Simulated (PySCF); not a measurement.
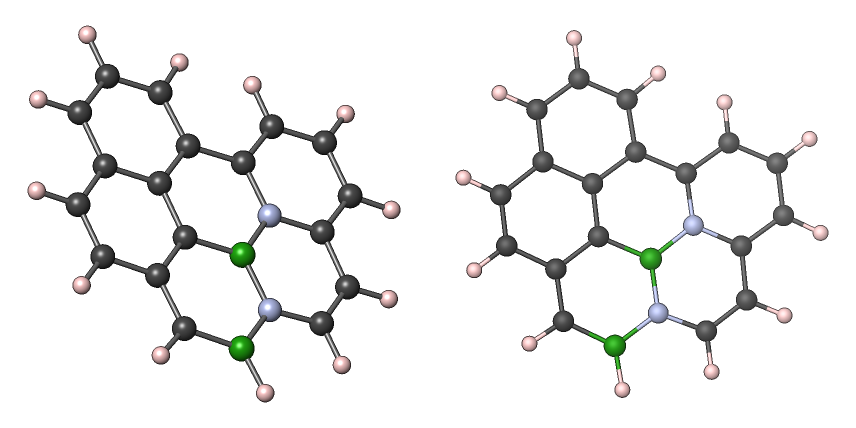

The same structure drawn twice, from different directions. Colours: boron green, carbon dark grey, nitrogen light blue, hydrogen pink.

The geometry was computed by an optimisation with GFN2-xTB. No frequency run is at hand to confirm it as a minimum.

Give the formula.

Answer. C18H12B2N2, 34 atoms: 18 carbon, 12 hydrogen, 2 boron and 2 nitrogen.

How many bonds of each kind are drawn?

Answer. 19 C–C, 11 C–H, 3 B–N, 3 C–N, 2 C–B, 1 B–H. Sticks follow a distance rule.

Give the symmetry (Schoenflies symbol).

Answer. Cs.

More results for the same structure follow; atom numbers are the same in all pictures, views and colours differ.

**Geometry**

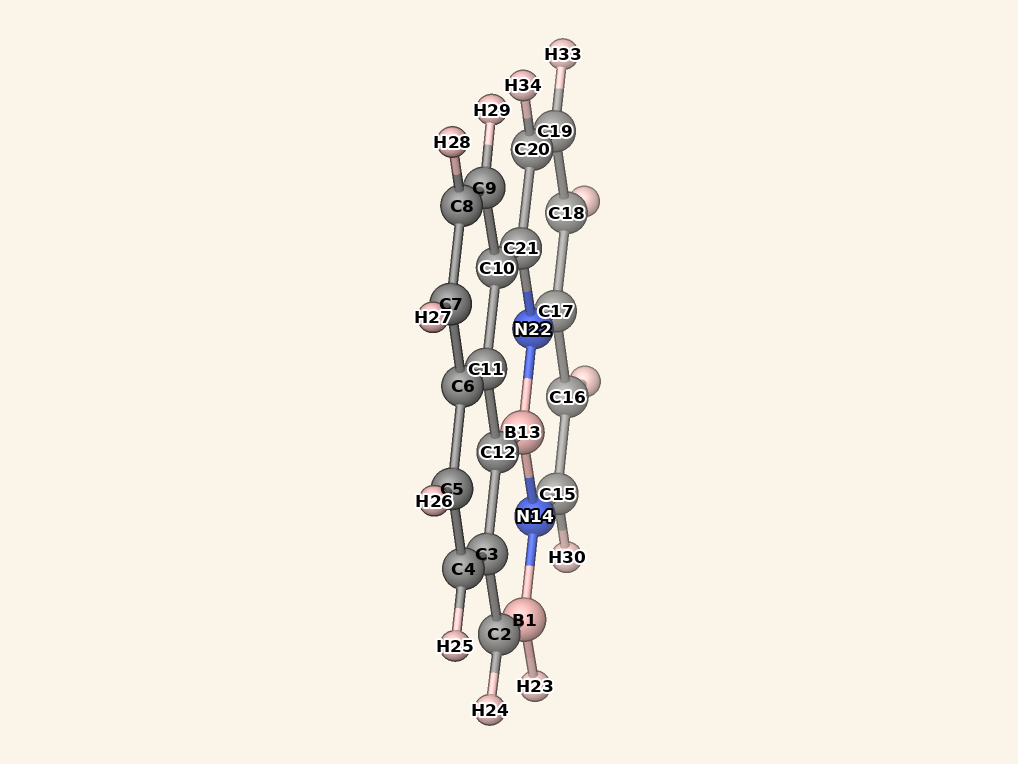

C3 lies behind C4. The molecule seen a little off the C4–C3 bond, C4 in front. Depth is shown by fading: the farther an atom, the more it takes the colour of the background. No frequency run is at hand to confirm it as a minimum.

What is the torsion angle C5–C4–C3–C2? The sign is positive where the front bond must turn clockwise to cover the back bond.

Answer. 180°, antiperiplanar (anti).

**Polarisability**

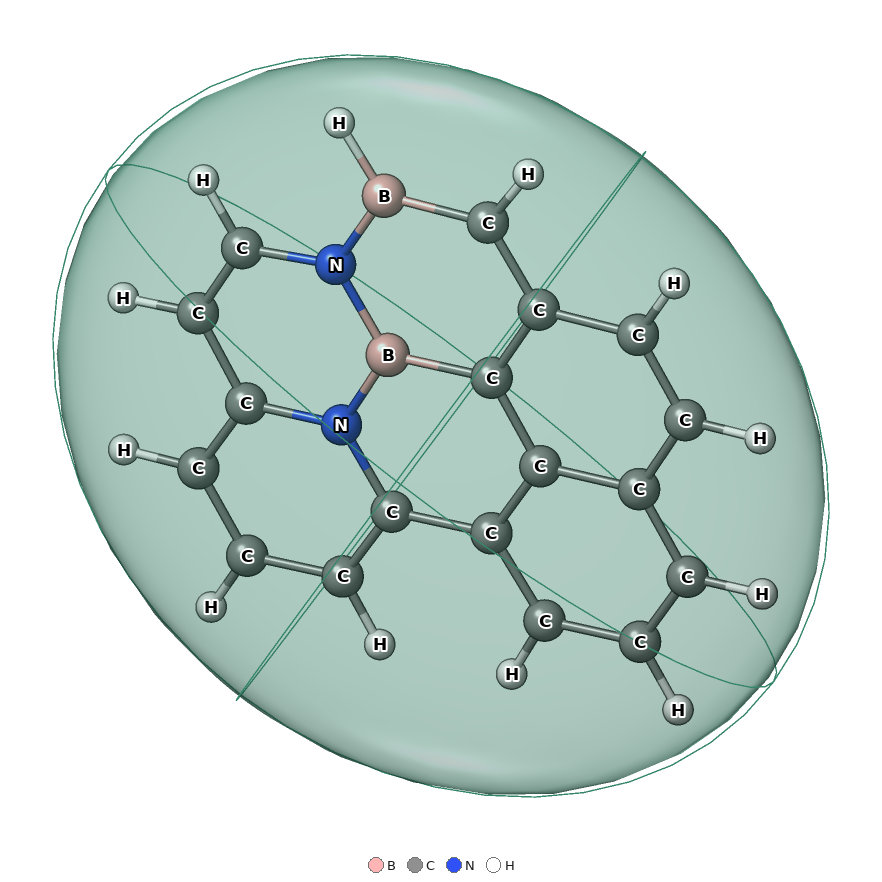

The ellipsoid shows the static dipole polarisability: its half-axes are proportional to the principal values. No frequency run is at hand to confirm it as a minimum. Level of theory: CAM-B3LYP/def2-SVP (PySCF 2.14.0).

Give the principal values, the mean and the anisotropy.

Answer. Principal values 89.5, 338.9, 352.7 bohr³; mean 260.4 bohr³ (38.59 Å³); anisotropy 256.6 bohr³, so the longest axis is 3.94 times the shortest.

**NMR shielding**

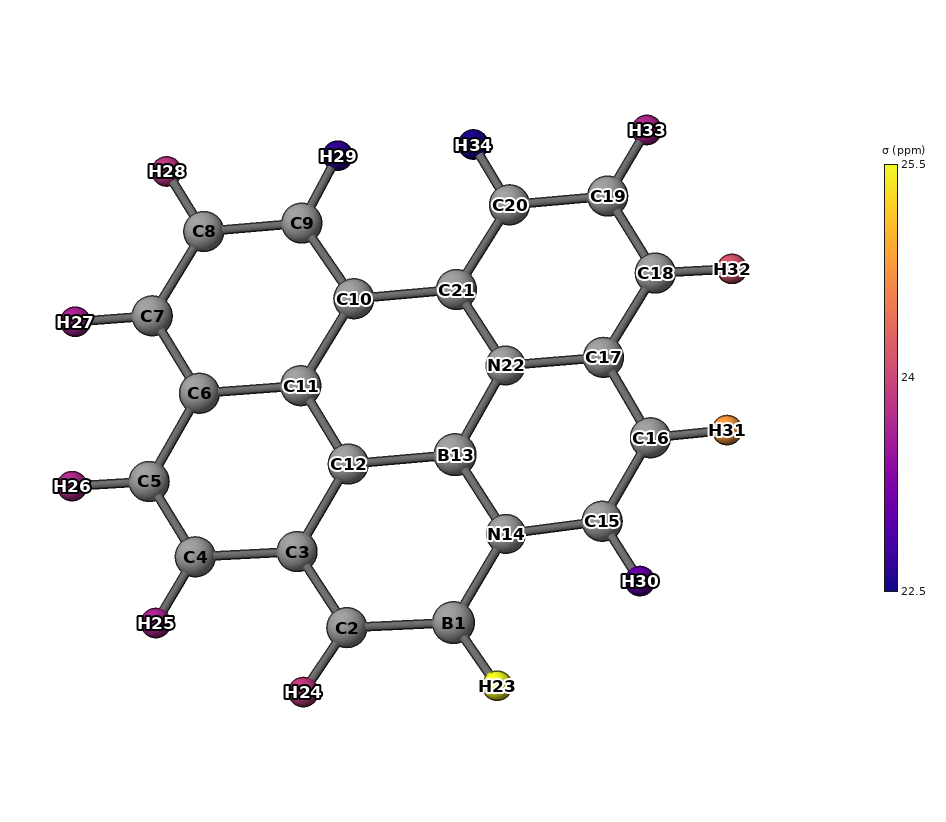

Atoms are coloured by their isotropic NMR shieldings (H only, the others grey). No frequency run is at hand to confirm it as a minimum. Method: GIAO KT3/pcSseg-1 NMR shielding, non-relativistic, gas phase (PySCF 2.14.0).

Give the isotropic NMR shieldings of the H atoms atom by atom.

| atom | σ (ppm) |
| --- | --- |
| H23 | 25.49 |
| H24 | 23.90 |
| H25 | 23.68 |
| H26 | 23.74 |
| H27 | 23.64 |
| H28 | 23.86 |
| H29 | 22.69 |
| H30 | 23.09 |
| H31 | 24.80 |
| H32 | 24.17 |
| H33 | 23.70 |
| H34 | 22.57 |

**Ring current**

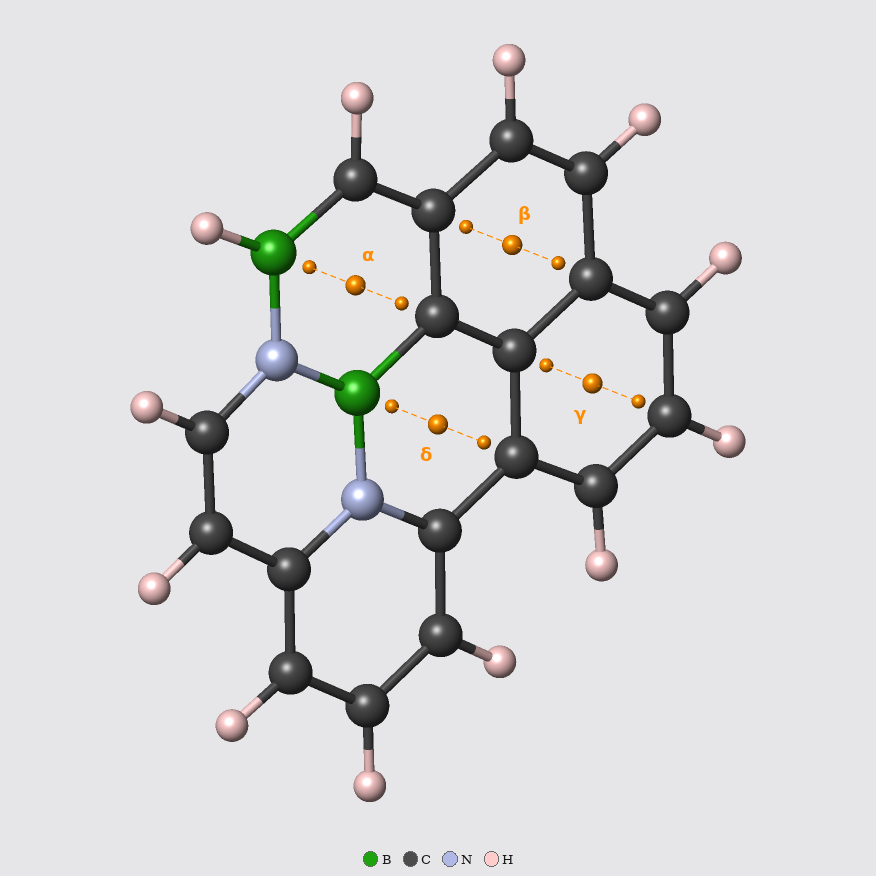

The small points mark where nucleus-independent chemical shifts (NICS) were computed: at the centre of each lettered ring and 1 Å above and below it. No frequency run is at hand to confirm it as a minimum. Level of theory: GIAO KT3/pcSseg-1 NMR shielding, non-relativistic, gas phase (PySCF 2.14.0).

Give NICS(0), NICS(1) and the out-of-plane component NICS(1)zz for each ring (means of the two sides).

```
ring  members  NICS(0)  NICS(1)  NICS(1)zz
   α    C3B2N    −10.0    −12.1      −30.8
   β       C6     −1.9     −6.1      −11.9
   γ       C6     −9.5    −11.8      −29.0
   δ     C4BN     −3.0     −5.8      −10.5
```

Values in ppm.

What do the values say about the ring currents?

Answer. Ring α: diatropic, as in an aromatic ring. Ring γ: diatropic, as in an aromatic ring. NICS is one index among several.

**Excitation**

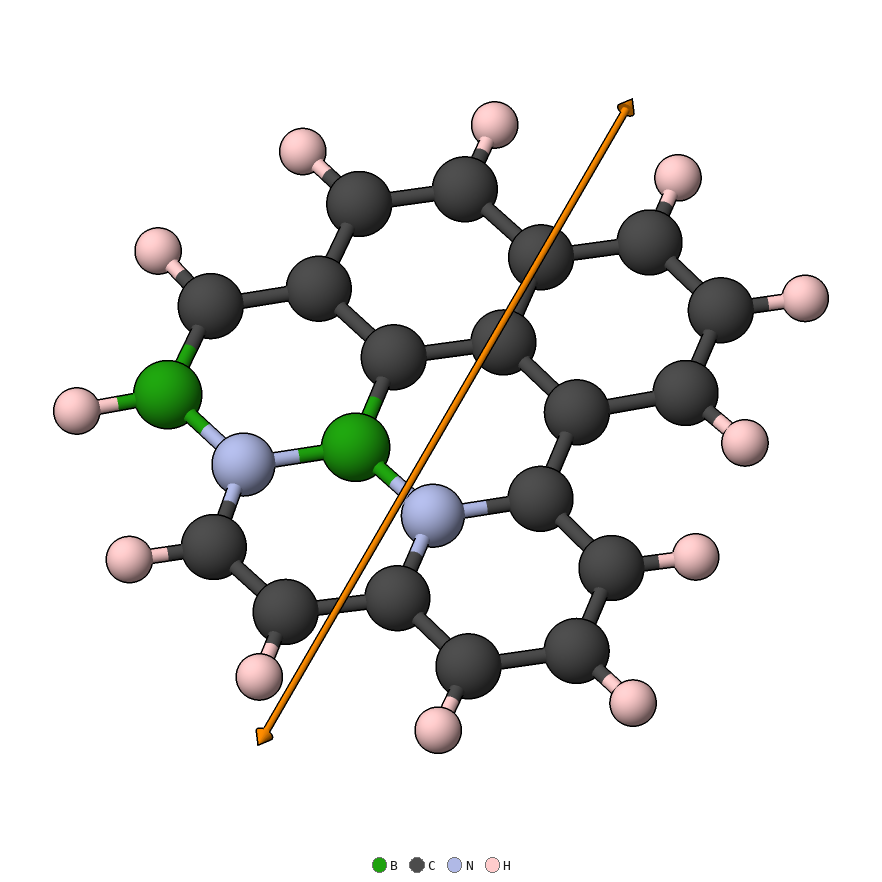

The double arrow shows the direction of the transition dipole to excited singlet state 2 (its length means nothing). No frequency run is at hand to confirm it as a minimum. Level of theory: TDA CAM-B3LYP/def2-SVP, vertical, gas phase, core orbitals frozen in the response, virtual orbitals cut by energy (PySCF 2.14.0).

Where does the transition lie, and how strong is it?

Answer. 2.87 eV (433 nm), oscillator strength 0.037, mainly HOMO → LUMO+1 (weight 0.87); transition dipole 1.85 D.

The geometry is semi-empirical. Around B such bond lengths and angles can be off by a tenth of an ångström or more and by several degrees, and values that hang on the shape move with them.
